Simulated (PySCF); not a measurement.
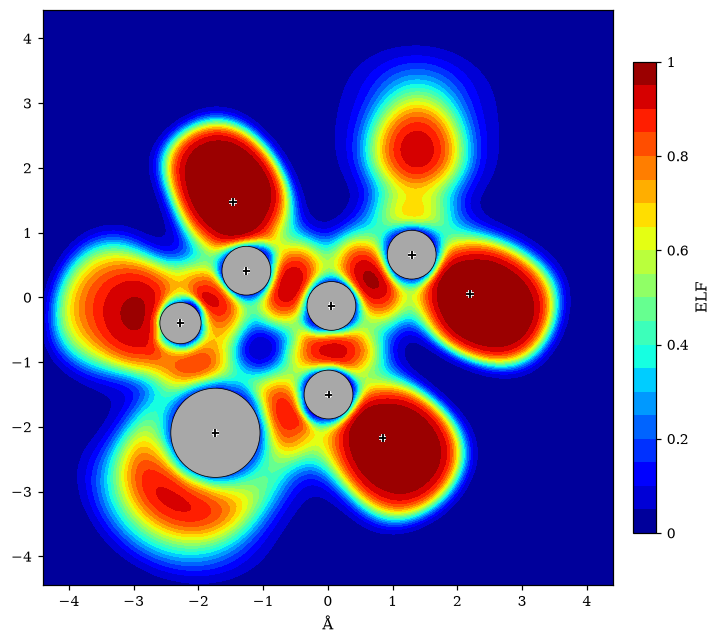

The ELF on a plane through atoms (crosses mark nuclei in the plane; grey discs cover the cores).

Level of theory: PySCF 2.14.0, PBE0/def2-SVPD, SCF density, gas phase.

Candidates:
A. C6H7NSe (SMILES c1n[se]cc1C1CC1)
B. C4H9P (SMILES C=CP(C)C)
C. C5H5OP

> Which system is this?

Candidate A: C6H7NSe on the plane of atoms C5, C1 and H9, which holds C, N, Se and H. C–N (1.30 Å): the ELF peaks at about 0.90 between the atoms: localised, covalent bonding. C–C (1.37 Å): the ELF peaks at about 0.95 between the atoms, as expected for a covalent bond.
